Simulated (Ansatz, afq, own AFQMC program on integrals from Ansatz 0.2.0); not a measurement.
**NH− (doublet): quantum Monte Carlo beside coupled cluster at distance N1–H2 = 1.037 Å, 6-31++G**, part 1 of 2**

How near does AFQMC come to the top of the ladder for NH− (doublet)?

Method: 6-31++G**, frozen cores; program: Ansatz 0.2.0, Gaussian basis, and an in-house AFQMC program (afq) on its integrals; all values are calculated.

To be run: Full CI; PBE (unrestricted); r2SCAN (unrestricted); PBE0 (unrestricted); B3LYP (unrestricted); wB97M-V (unrestricted); B2PLYP (unrestricted); CCSD(T) on UHF; Full CI; Full CI (quartet); CCSDT(Q) on UHF; CCSDTQ on UHF; Phaseless AFQMC, CISD trial on UHF; Phaseless AFQMC, single-determinant trial on UHF; Free-projection AFQMC, CISD trial on UHF; Phaseless AFQMC, CID trial on UHF.

5 further runs of the same task are left out: 5 that didn't finish.

## 1. The geometry

The geometry derives from a PBE0/def2-TZVPD stationary point (not a proven minimum). One bond is set to the value named and the two fragments are kept rigid.

2 atoms, charge -1, spin multiplicity 2.

Atoms are counted from 1 here; the program's logs count them from 0.

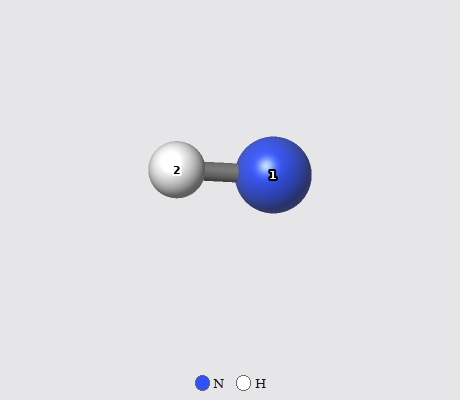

The structure; nitrogen blue, hydrogen white; atoms are numbered from 1 in the order of the file.

## 2. Full CI

Contents of in.yaml:

```yaml
crystal:
  periodic: [false, false, false]
  atoms:
    - {symbol: N, position_ang: [0.000000, 0.000000, 0.000000]}
    - {symbol: H, position_ang: [0.000000, 0.000000, 1.036583]}
basis:
  gaussian: {orbitals: "6-31++G**"}
total_charge: -1
magnetization: {spin_polarized: false, initial_magnetization: 1}
correlation: {method: fci, electrons: outside_noble_gas}
```

On the command line:

```bash
$ ansatz run in.yaml --threads 1 --pin off --events-out ev --progress --plain --max-ram 16896MiB --backend cuda --devices 0, --max-vram 18GiB
```

The log of the run:

```text
Functional definition: HF
  name "HF"
  cite "Fock, Z. Phys. 61, 126 (1930) doi:10.1007/BF01340294"
  parent pbe
  exchange = exact_x
  correlation = 0
384 factors; integrals over basis functions are off by at most 1.1e-7 eV
mean field evaluation 1: about -1492.2076 eV, gradient 2.2e1 eV
mean field evaluation 2: about -1492.2077 eV, gradient 2.2e1 eV
mean field evaluation 4: about -1494.0194 eV, gradient 2.3e0 eV
mean field evaluation 8: about -1494.0439 eV, gradient 4.1e-4 eV
mean field evaluation 16: about -1494.0439 eV, gradient 9.7e-7 eV
mean field evaluation 32: about -1494.0430 eV, gradient 5.7e-1 eV
mean field -1494.04388005 eV, -54.9050998924 hartree, gradient 1.5e-6 eV, S^2 0.750000; 4 other end points of the search recorded, 0 dependent functions left out
mean field evaluation 64: about -1489.3248 eV, gradient 7.5e0 eV
mean field evaluation 96: about -1491.3644 eV, gradient 4.1e0 eV
determinant -1494.04388005 eV, -54.9050998924 hartree, with singles and doubles -1498.82698710 eV, -55.0808758343 hartree
determinant -1491.61376265 eV, -54.8157947253 hartree, with singles and doubles -1495.84987613 eV, -54.9714690245 hartree
unrestricted determinant -1494.42622455 eV, -54.9191507938 hartree, S^2 1.7652
1 core orbitals not correlated: weight in the atoms' cores, before any rotation towards them, 1.000 or more for the frozen orbitals, at most 0.000 for the correlated occupied ones
reference -1494.04388005 eV, -54.9050998924 hartree; 4, 3 occupied and 20, 21 virtual orbitals, 384 factors
state -1498.98403863 eV, -55.0866473716 hartree
Total energy: -1498.98403863 eV, -55.0866473716 hartree
```

It took 11 s on 1 × NVIDIA H100 80GB HBM3 with 1 thread of AMD EPYC 7R13 (Zen 3), shared host.

From the report: 5,376,630 determinants, symmetry B2.

## 3. PBE (unrestricted)

Edit in.yaml of step 2 so:

```diff
@@ -8,3 +8,4 @@
 total_charge: -1
-magnetization: {spin_polarized: false, initial_magnetization: 1}
-correlation: {method: fci, electrons: outside_noble_gas}
+magnetization: {spin_polarized: true, initial_magnetization: 1}
+hamiltonian: {xc: {name: PBE}}
+output: {orbitals: {seedname: orbitals}}
```

On the command line:

```bash
$ ansatz run in.yaml --threads 1 --pin off --events-out ev --progress --plain --max-ram 5632MiB --backend cpu
```

The log of the run:

```text
Functional definition: PBE
  name "PBE"
  cite "Perdew, Burke & Ernzerhof, Phys. Rev. Lett. 77, 3865 (1996) doi:10.1103/PhysRevLett.77.3865"
  parent pbe
  parameter kappa = 0.804
  parameter beta = 0.06672455060314922
  exchange = pbe_x(kappa = kappa, mu = beta*pi^2/3)
  correlation = pbe_c(beta = beta)
262 factors; their error is unknown
mean field evaluation 1: about -1492.8243 eV, gradient 3.4e1 eV
mean field evaluation 2: about -1477.9069 eV, gradient 6.9e1 eV
mean field evaluation 4: about -1501.1828 eV, gradient 3.6e0 eV
mean field evaluation 8: about -1501.2537 eV, gradient 1.2e-1 eV
mean field evaluation 16: about -1492.8243 eV, gradient 3.4e1 eV
mean field evaluation 32: about -1499.3794 eV, gradient 3.7e-2 eV
mean field evaluation 64: about -1501.1344 eV, gradient 3.4e0 eV
mean field -1501.25380303 eV, -55.1700596750 hartree, gradient 7.3e-6 eV, S^2 0.754292; 9 other end points of the search recorded, 0 dependent functions left out
reference -1501.25383313 eV, -55.1700607811 hartree; 5, 4 occupied and 20, 21 virtual orbitals, 262 factors
Total energy: -1501.25383313 eV, -55.1700607811 hartree
```

It took 0.91 s on 1 thread of AMD EPYC 7R13 (Zen 3), shared host.

From the report: ⟨S²⟩ of the determinant 0.754 (pure doublet: 0.75).

## 4. r2SCAN (unrestricted)

Edit in.yaml of step 3 so:

```diff
@@ -9,3 +9,2 @@
 magnetization: {spin_polarized: true, initial_magnetization: 1}
-hamiltonian: {xc: {name: PBE}}
-output: {orbitals: {seedname: orbitals}}
+hamiltonian: {xc: {name: r2SCAN}}
```

Same command.

The log of the run:

```text
Functional definition: r2SCAN
  name "r2SCAN"
  cite "Furness, Kaplan, Ning, Perdew & Sun, J. Phys. Chem. Lett. 11, 8208 (2020) doi:10.1021/acs.jpclett.0c02405"
  cite "Furness, Kaplan, Ning, Perdew & Sun, J. Phys. Chem. Lett. 11, 9248 (2020) doi:10.1021/acs.jpclett.0c03077"
  parent r2scan
  parameter k0 = 0.174
  parameter k1 = 0.065
  parameter a1 = 4.9479
  exchange = r2scan_x(k0 = k0, k1 = k1, a1 = a1)
  correlation = r2scan_c
262 factors; their error is unknown
mean field evaluation 1: about -1500.8412 eV, gradient 1.6e1 eV
mean field evaluation 2: about -1497.7459 eV, gradient 3.0e1 eV
mean field evaluation 4: about -1502.1586 eV, gradient 5.5e-1 eV
mean field evaluation 8: about -1502.1532 eV, gradient 8.8e-3 eV
mean field evaluation 16: about -1501.9056 eV, gradient 5.8e0 eV
mean field evaluation 32: about -1501.0779 eV, gradient 1.6e0 eV
mean field -1502.15315219 eV, -55.2031101469 hartree, gradient 1.3e-5 eV, S^2 0.758365; 4 other end points of the search recorded, 0 dependent functions left out
reference -1502.15316815 eV, -55.2031107335 hartree; 5, 4 occupied and 20, 21 virtual orbitals, 262 factors
Total energy: -1502.15316815 eV, -55.2031107335 hartree
```

Run time: 0.96 s. Hardware: 1 thread of AMD EPYC 7R13 (Zen 3), shared host.

From the report: ⟨S²⟩ of the determinant 0.758 (pure doublet: 0.75).

## 5. PBE0 (unrestricted)

Edit in.yaml of step 4 so:

```diff
@@ -9,2 +9,3 @@
 magnetization: {spin_polarized: true, initial_magnetization: 1}
-hamiltonian: {xc: {name: r2SCAN}}
+hamiltonian: {xc: {name: PBE0}}
+output: {orbitals: {seedname: orbitals}}
```

The command is unchanged.

The log of the run:

```text
Functional definition: PBE0
  name "PBE0"
  cite "Adamo & Barone, J. Chem. Phys. 110, 6158 (1999) doi:10.1063/1.478522"
  cite "Perdew, Burke & Ernzerhof, Phys. Rev. Lett. 77, 3865 (1996) doi:10.1103/PhysRevLett.77.3865"
  parent pbe
  parameter a = 0.25
  parameter kappa = 0.804
  parameter beta = 0.06672455060314922
  exchange = (1 - a)*pbe_x(kappa = kappa, mu = beta*pi^2/3) + a*exact_x
  correlation = pbe_c(beta = beta)
262 factors; their error is unknown
mean field evaluation 1: about -1499.5149 eV, gradient 1.8e1 eV
mean field evaluation 2: about -1497.3815 eV, gradient 2.9e1 eV
mean field evaluation 4: about -1501.1943 eV, gradient 2.6e-1 eV
mean field evaluation 8: about -1501.1953 eV, gradient 8.6e-2 eV
mean field evaluation 16: about -1501.1953 eV, gradient 1.5e-5 eV
mean field -1501.19529604 eV, -55.1679095829 hartree, gradient 1.5e-5 eV, S^2 0.755715; 1 other end points of the search recorded, 0 dependent functions left out
reference -1501.19531925 eV, -55.1679104359 hartree; 5, 4 occupied and 20, 21 virtual orbitals, 262 factors
Total energy: -1501.19531925 eV, -55.1679104359 hartree
```

Wall time 0.27 s (1 thread of AMD EPYC 7R13 (Zen 3), shared host).

From the report: ⟨S²⟩ of the determinant 0.756 (pure doublet: 0.75).

## 6. B3LYP (unrestricted)

Edit in.yaml of step 5 so:

```diff
@@ -9,3 +9,2 @@
 magnetization: {spin_polarized: true, initial_magnetization: 1}
-hamiltonian: {xc: {name: PBE0}}
-output: {orbitals: {seedname: orbitals}}
+hamiltonian: {xc: {name: B3LYP}}
```

Launched as before.

The log of the run (excerpt; [...] marks lines left out):

```text
Functional definition: B3LYP
  name "B3LYP"
  cite "Stephens, Devlin, Chabalowski & Frisch, J. Phys. Chem. 98, 11623 (1994) doi:10.1021/j100096a001"
  cite "Becke, Phys. Rev. A 38, 3098 (1988) doi:10.1103/PhysRevA.38.3098"
  cite "Lee, Yang & Parr, Phys. Rev. B 37, 785 (1988) doi:10.1103/PhysRevB.37.785"
  cite "Vosko, Wilk & Nusair, Can. J. Phys. 58, 1200 (1980) doi:10.1139/p80-159"
[...]
262 factors; their error is unknown
[...]
mean field -1503.21021827 eV, -55.2419566088 hartree, gradient 1.1e-5 eV, S^2 0.755828; 1 other end points of the search recorded, 0 dependent functions left out
reference -1503.21038436 eV, -55.2419627126 hartree; 5, 4 occupied and 20, 21 virtual orbitals, 262 factors
Total energy: -1503.21038436 eV, -55.2419627126 hartree
```

Run time: 0.33 s. Hardware: 1 thread of AMD EPYC 7R13 (Zen 3), shared host.

From the report: ⟨S²⟩ of the determinant 0.756 (pure doublet: 0.75).

## 7. wB97M-V (unrestricted)

Edit in.yaml of step 6 so:

```diff
@@ -9,2 +9,3 @@
 magnetization: {spin_polarized: true, initial_magnetization: 1}
-hamiltonian: {xc: {name: B3LYP}}
+hamiltonian: {xc: {name: wB97M-V}}
+output: {orbitals: {seedname: orbitals}}
```

Same command.

The log of the run (excerpt; [...] marks lines left out):

```text
Functional definition: wB97M-V
  name "wB97M-V"
  cite "Mardirossian & Head-Gordon, J. Chem. Phys. 144, 214110 (2016) doi:10.1063/1.4952647"
  cite "Becke, J. Chem. Phys. 107, 8554 (1997) doi:10.1063/1.475007"
  cite "Vydrov & Van Voorhis, J. Chem. Phys. 133, 244103 (2010) doi:10.1063/1.3521275"
  # Of w^i u^j: cxij and so on, Table III.
[...]
  gx(w, u) = 1 - cx + cx01*u + cx10*w
  gss(w, u) = css00 + css04*u^4 + css10*w + css20*w^2 + css43*w^4*u^3
  gos(w, u) = cos00 + cos10*w + (cos20 + cos21*u)*w^2 + (cos60 + cos61*u)*w^6
[...]
      + integral(e_c_pw_mod_opposite_spin*gos(b97_w_opposite, b97_u_opposite)) + vv10(b, c)
262 factors; their error is unknown
58 factors; integrals over basis functions are off by at most 5.9e-5 eV
[...]
mean field -1502.42483103 eV, -55.2130941604 hartree, gradient 7.1e-6 eV, S^2 0.756493; 0 other end points of the search recorded, 0 dependent functions left out
reference -1502.42486746 eV, -55.2130954991 hartree; 5, 4 occupied and 20, 21 virtual orbitals, 262 factors
Total energy: -1502.42486746 eV, -55.2130954991 hartree
```

It took 0.72 s on 1 thread of AMD EPYC 7R13 (Zen 3), shared host.

From the report: ⟨S²⟩ of the determinant 0.756 (pure doublet: 0.75).

## 8. B2PLYP (unrestricted)

Edit in.yaml of step 7 so:

```diff
@@ -9,3 +9,3 @@
 magnetization: {spin_polarized: true, initial_magnetization: 1}
-hamiltonian: {xc: {name: wB97M-V}}
-output: {orbitals: {seedname: orbitals}}
+hamiltonian: {xc: {name: B2PLYP}}
+correlation: {electrons: outside_noble_gas}
```

Launched as before.

The log of the run (excerpt; [...] marks lines left out):

```text
Functional definition: B2PLYP
  name "B2PLYP"
  cite "Grimme, J. Chem. Phys. 124, 034108 (2006) doi:10.1063/1.2148954"
  cite "Becke, Phys. Rev. A 38, 3098 (1988) doi:10.1103/PhysRevA.38.3098"
  cite "Lee, Yang & Parr, Phys. Rev. B 37, 785 (1988) doi:10.1103/PhysRevB.37.785"
[...]
233 factors; integrals over basis functions are off by at most 7.7e-4 eV
[...]
mean field -1500.07450424 eV, -55.1267212439 hartree, gradient 2.4e-6 eV, S^2 0.760075; 2 other end points of the search recorded, 0 dependent functions left out
1 core orbitals not correlated: weight in the atoms' cores, before any rotation towards them, 1.000 or more for the frozen orbitals, at most 0.000 for the correlated occupied ones
reference -1500.07460972 eV, -55.1267251201 hartree; 4, 3 occupied and 20, 21 virtual orbitals, 233 factors
second order -5.37367131 eV of doubles, -0.00000000 eV of singles
Total energy: -1501.52550097 eV, -55.1800443902 hartree
```

Wall time 0.33 s (1 thread of AMD EPYC 7R13 (Zen 3), shared host).

From the report: ⟨S²⟩ of the determinant 0.760 (pure doublet: 0.75).

## 9. CCSD(T) on UHF

Edit in.yaml of step 8 so:

```diff
@@ -9,3 +9,2 @@
 magnetization: {spin_polarized: true, initial_magnetization: 1}
-hamiltonian: {xc: {name: B2PLYP}}
-correlation: {electrons: outside_noble_gas}
+correlation: {method: ccsd_t, electrons: outside_noble_gas, hamiltonian_folder: ham}
```

On the command line:

```bash
$ ansatz run in.yaml --threads 1 --pin off --events-out ev --progress --plain --max-ram 16896MiB --backend cuda --devices 0, --max-vram 18GiB
```

The log of the run (excerpt; [...] marks lines left out):

```text
Functional definition: HF
  name "HF"
  cite "Fock, Z. Phys. 61, 126 (1930) doi:10.1007/BF01340294"
  parent pbe
[...]
233 factors; integrals over basis functions are off by at most 7.7e-4 eV
[...]
a density is far from that of the atoms, so the factors are made again for it
241 factors; integrals over basis functions are off by at most 7.6e-4 eV
[...]
mean field -1494.42622364 eV, -54.9191507603 hartree, gradient 2.0e-6 eV, S^2 1.765173; 14 other end points of the search recorded, 0 dependent functions left out
determinant -1494.42622364 eV, -54.9191507603 hartree, with singles and doubles -1497.96104471 eV, -55.0490530386 hartree
determinant -1494.15605818 eV, -54.9092223626 hartree, with singles and doubles -1498.82908154 eV, -55.0809528037 hartree
determinant -1493.59030480 eV, -54.8884313096 hartree, with singles and doubles -1497.39913803 eV, -55.0284033490 hartree
determinant -1491.61599263 eV, -54.8158766757 hartree, with singles and doubles -1495.85025926 eV, -54.9714831041 hartree
determinant -1494.42622364 eV, -54.9191507603 hartree, with singles and doubles -1497.96325018 eV, -55.0491340882 hartree
determinant -1494.15605818 eV, -54.9092223626 hartree, with singles and doubles -1498.83207456 eV, -55.0810627952 hartree
1 core orbitals not correlated: weight in the atoms' cores, before any rotation towards them, 1.000 or more for the frozen orbitals, at most 0.000 for the correlated occupied ones
reference -1494.15605818 eV, -54.9092223626 hartree; 4, 3 occupied and 20, 21 virtual orbitals, 241 factors
second order -4.27190294 eV of doubles, -0.00000000 eV of singles
cycle   1  -4.67601396 eV  change    2.4e-6 eV  update   3.2e-6
perturbative correction -0.12197606 eV, -0.0044825375 hartree
Total energy: -1498.95404819 eV, -55.0855452436 hartree
```

It took 10 s on 1 × NVIDIA H100 80GB HBM3 with 1 thread of AMD EPYC 7R13 (Zen 3), shared host.

From the report: ⟨S²⟩ of the determinant 0.780 (pure doublet: 0.75); correlation -4.7980 eV; T1 0.024; largest double amplitude 0.08.

This run also writes the integrals to the folder ham.

## 10. Full CI

Contents of in.yaml:

```yaml
hamiltonian:
  integrals:
    folder: ../ham
correlation: {method: fci}
```

The command is unchanged.

The log of the run:

```text
Functional definition: HF
  name "HF"
  cite "Fock, Z. Phys. 61, 126 (1930) doi:10.1007/BF01340294"
  parent pbe
  exchange = exact_x
  correlation = 0
reference -1494.15605818 eV, -54.9092223626 hartree; 4, 3 occupied and 20, 21 virtual orbitals, 241 factors
state -1498.98466240 eV, -55.0866702947 hartree
Total energy: -1498.98466240 eV, -55.0866702947 hartree
```

Wall time 6 s (1 × NVIDIA H100 80GB HBM3 with 1 thread of AMD EPYC 7R13 (Zen 3), shared host).

From the report: 5,376,630 determinants.

## 11. Full CI (quartet)

Contents of in.yaml:

```yaml
crystal:
  periodic: [false, false, false]
  atoms:
    - {symbol: N, position_ang: [0.000000, 0.000000, 0.000000]}
    - {symbol: H, position_ang: [0.000000, 0.000000, 1.036583]}
basis:
  gaussian: {orbitals: "6-31++G**"}
total_charge: -1
magnetization: {spin_polarized: false, initial_magnetization: 3}
correlation: {method: fci, electrons: outside_noble_gas}
```

Same command.

The log of the run (excerpt; [...] marks lines left out):

```text
Functional definition: HF
  name "HF"
  cite "Fock, Z. Phys. 61, 126 (1930) doi:10.1007/BF01340294"
  parent pbe
[...]
384 factors; integrals over basis functions are off by at most 1.1e-7 eV
[...]
a density is far from that of the atoms, so the factors are made again for it
388 factors; integrals over basis functions are off by at most 1.2e-7 eV
[...]
mean field -1494.33472367 eV, -54.9157881984 hartree, gradient 2.5e-6 eV, S^2 3.750000; 1 other end points of the search recorded, 0 dependent functions left out
[...]
1 core orbitals not correlated: weight in the atoms' cores, before any rotation towards them, 1.000 or more for the frozen orbitals, at most 0.000 for the correlated occupied ones
reference -1494.33472367 eV, -54.9157881984 hartree; 5, 2 occupied and 19, 22 virtual orbitals, 388 factors
state -1498.13710177 eV, -55.0555230161 hartree
Total energy: -1498.13710177 eV, -55.0555230161 hartree
```

Run time: 5.5 s. Hardware: 1 × NVIDIA H100 80GB HBM3 with 1 thread of AMD EPYC 7R13 (Zen 3), shared host.

From the report: 2,943,076 determinants, symmetry A2.

## 12. CCSDT(Q) on UHF

Edit in.yaml of step 11 so:

```diff
@@ -8,3 +8,3 @@
 total_charge: -1
-magnetization: {spin_polarized: false, initial_magnetization: 3}
-correlation: {method: fci, electrons: outside_noble_gas}
+magnetization: {spin_polarized: true, initial_magnetization: 1}
+correlation: {method: ccsdt_q, electrons: outside_noble_gas}
```

The command is unchanged.

The log of the run (excerpt; [...] marks lines left out):

```text
Functional definition: HF
  name "HF"
  cite "Fock, Z. Phys. 61, 126 (1930) doi:10.1007/BF01340294"
  parent pbe
[...]
384 factors; integrals over basis functions are off by at most 1.1e-7 eV
[...]
a density is far from that of the atoms, so the factors are made again for it
388 factors; integrals over basis functions are off by at most 1.2e-7 eV
[...]
mean field -1494.42622454 eV, -54.9191507935 hartree, gradient 1.7e-6 eV, S^2 1.765173; 14 other end points of the search recorded, 0 dependent functions left out
determinant -1494.42622454 eV, -54.9191507935 hartree, with singles and doubles -1497.96105098 eV, -55.0490532690 hartree
determinant -1494.15606167 eV, -54.9092224910 hartree, with singles and doubles -1498.82909008 eV, -55.0809531176 hartree
determinant -1493.59030638 eV, -54.8884313676 hartree, with singles and doubles -1497.39914407 eV, -55.0284035710 hartree
determinant -1491.61599388 eV, -54.8158767216 hartree, with singles and doubles -1495.85026684 eV, -54.9714833826 hartree
determinant -1494.42622454 eV, -54.9191507935 hartree, with singles and doubles -1497.96325648 eV, -55.0491343198 hartree
determinant -1494.15606167 eV, -54.9092224910 hartree, with singles and doubles -1498.83208297 eV, -55.0810631042 hartree
1 core orbitals not correlated: weight in the atoms' cores, before any rotation towards them, 1.000 or more for the frozen orbitals, at most 0.000 for the correlated occupied ones
reference -1494.15606167 eV, -54.9092224910 hartree; 4, 3 occupied and 20, 21 virtual orbitals, 388 factors
second order -4.27191442 eV of doubles, -0.00000000 eV of singles
cycle   1  -4.48109270 eV  change   -2.1e-1 eV  update   7.1e-2
[...]
cycle  22  -4.81494848 eV  change   -4.2e-7 eV  update   2.8e-7
perturbative correction -0.01467080 eV, -0.0005391421 hartree
Total energy: -1498.98568095 eV, -55.0867077259 hartree
```

It took 4.9 s on 1 × NVIDIA H100 80GB HBM3 with 1 thread of AMD EPYC 7R13 (Zen 3), shared host.

From the report: ⟨S²⟩ of the determinant 0.780 (pure doublet: 0.75); correlation -4.8296 eV; T1 0.024; largest double amplitude 0.09.

## 13. CCSDTQ on UHF

Edit in.yaml of step 12 so:

```diff
@@ -9,2 +9,2 @@
 magnetization: {spin_polarized: true, initial_magnetization: 1}
-correlation: {method: ccsdt_q, electrons: outside_noble_gas}
+correlation: {method: ccsdtq, electrons: outside_noble_gas}
```

Launched as before.

The log of the run (excerpt; [...] marks lines left out):

```text
Functional definition: HF
  name "HF"
  cite "Fock, Z. Phys. 61, 126 (1930) doi:10.1007/BF01340294"
  parent pbe
[...]
384 factors; integrals over basis functions are off by at most 1.1e-7 eV
[...]
a density is far from that of the atoms, so the factors are made again for it
388 factors; integrals over basis functions are off by at most 1.2e-7 eV
[...]
mean field -1494.42622454 eV, -54.9191507935 hartree, gradient 1.7e-6 eV, S^2 1.765173; 14 other end points of the search recorded, 0 dependent functions left out
determinant -1494.42622454 eV, -54.9191507935 hartree, with singles and doubles -1497.96105098 eV, -55.0490532690 hartree
determinant -1494.15606167 eV, -54.9092224910 hartree, with singles and doubles -1498.82909008 eV, -55.0809531176 hartree
determinant -1493.59030638 eV, -54.8884313676 hartree, with singles and doubles -1497.39914407 eV, -55.0284035710 hartree
determinant -1491.61599388 eV, -54.8158767216 hartree, with singles and doubles -1495.85026684 eV, -54.9714833826 hartree
determinant -1494.42622454 eV, -54.9191507935 hartree, with singles and doubles -1497.96325648 eV, -55.0491343198 hartree
determinant -1494.15606167 eV, -54.9092224910 hartree, with singles and doubles -1498.83208297 eV, -55.0810631042 hartree
1 core orbitals not correlated: weight in the atoms' cores, before any rotation towards them, 1.000 or more for the frozen orbitals, at most 0.000 for the correlated occupied ones
reference -1494.15606167 eV, -54.9092224910 hartree; 4, 3 occupied and 20, 21 virtual orbitals, 388 factors
second order -4.27191442 eV of doubles, -0.00000000 eV of singles
cycle   1  -4.48109270 eV  change   -2.1e-1 eV  update   7.1e-2
[...]
cycle  22  -4.82824610 eV  change    4.3e-7 eV  update   8.3e-7
Total energy: -1498.98430777 eV, -55.0866572623 hartree
```

It took 11 s on 1 × NVIDIA H100 80GB HBM3 with 1 thread of AMD EPYC 7R13 (Zen 3), shared host.

From the report: ⟨S²⟩ of the determinant 0.780 (pure doublet: 0.75); correlation -4.8282 eV; T1 0.024; largest double amplitude 0.09.

(Continued in part 2 of 2.)
